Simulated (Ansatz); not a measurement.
**BH$_{6}$SSi (SMILES B[SiH2][SH2+]) (charge +1): density, localisation and related maps**

| atom | x (Å) | y (Å) | z (Å) |
| --- | --- | --- | --- |
| B | -1.1857 | 0.6636 | -1.2609 |
| Si | 0.4585 | 0.5746 | -0.0930 |
| S | 0.0650 | -1.0990 | 1.5430 |
| H | -2.1186 | -0.0782 | -1.1274 |
| H | -1.1769 | 1.5105 | -2.1114 |
| H | 0.6772 | 1.6920 | 0.8590 |
| H | 1.7192 | 0.0920 | -0.7104 |
| H | 0.2626 | -2.2113 | 0.7853 |
| H | 1.2987 | -1.1443 | 2.1158 |

The calculation used RKS B3LYP/def2-SVP (Ansatz 0.2.0).

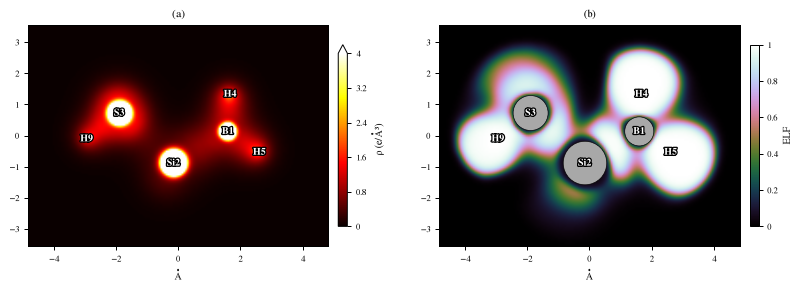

Figure 1. (a) total electron density; (b) ELF on the plane of atoms B1, Si2 and S3. Grey discs cover the atomic cores in the ELF map.

What do the fields say about this system?

- The section cuts through B, Si, S and H sites.
- Si–B (2.02 Å): ρ at the midpoint is about 0.81 e/Å³; the ELF peaks at about 1 between the atoms: a covalent bond.
- Si–S (2.37 Å): ρ at the midpoint is about 0.53 e/Å³, with its minimum of 0.41 e/Å³ about 0.9 Å from Si; the ELF peaks at about 0.95 between the atoms: a shared electron pair.
- B–H (1.20 Å): the density is about 1.2 e/Å³ at the midpoint; the ELF climbs to about 1 towards the hydrogen, as it does in any bond to H: an ordinary covalent bond to hydrogen.
- S–H (1.36 Å): ρ is about 1.5 e/Å³ halfway; the ELF climbs to about 1 towards the hydrogen.
- The ELF also peaks beside S3, away from the bonds: lone-pair regions.

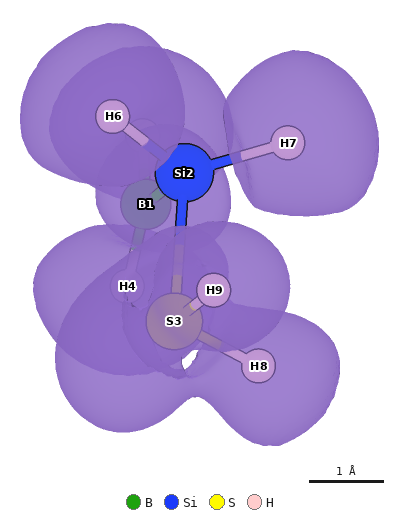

Figure 2. Isosurface of the ELF at 0.75 (purple), seen at an oblique angle. Only the valence region is drawn (cores and ρ < 0.01 e/Å³ removed).

What do the ELF domains correspond to?

The surface consists of one region between bonded B–Si atoms (shared pairs), four regions around hydrogen nuclei and one joined region spread over several atoms (H, S), in which their bonds and any lone pairs are merged.

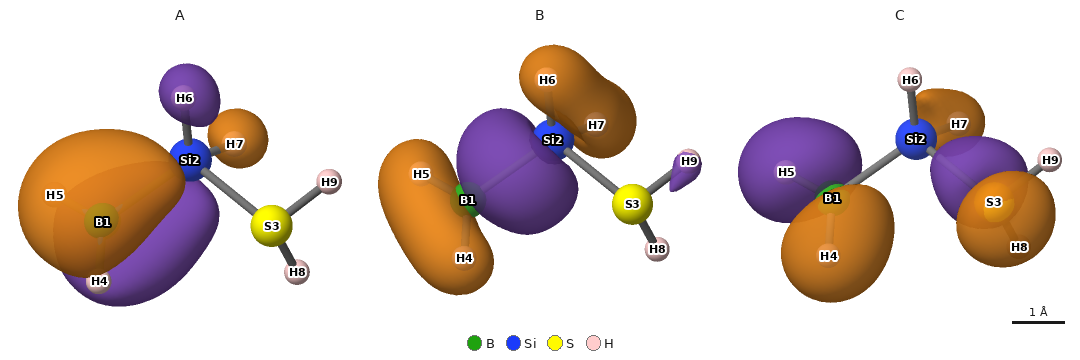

Figure 3. Three frontier orbitals at ±0.1 Å⁻³ᐟ² (orange and purple are the two phases), in no order.

Which picture is the HOMO−1, the HOMO and the LUMO?

C is the HOMO−1 (−14.42 eV). By Hirshfeld shares it lies mainly on B1 (about 30 %), S3 (about 20 %), H5 (about 20 %) and H4 (about 15 %). B is the HOMO (−13.63 eV). Its weight (Hirshfeld) is mainly on B1 (about 35 %), Si2 (about 35 %), H5 (about 10 %) and H4 (about 10 %). A is the LUMO (−7.48 eV). It lies mainly on B1 (about 60 %) and Si2 (about 20 %).

What is the HOMO–LUMO gap?

6.15 eV between the orbital energies.
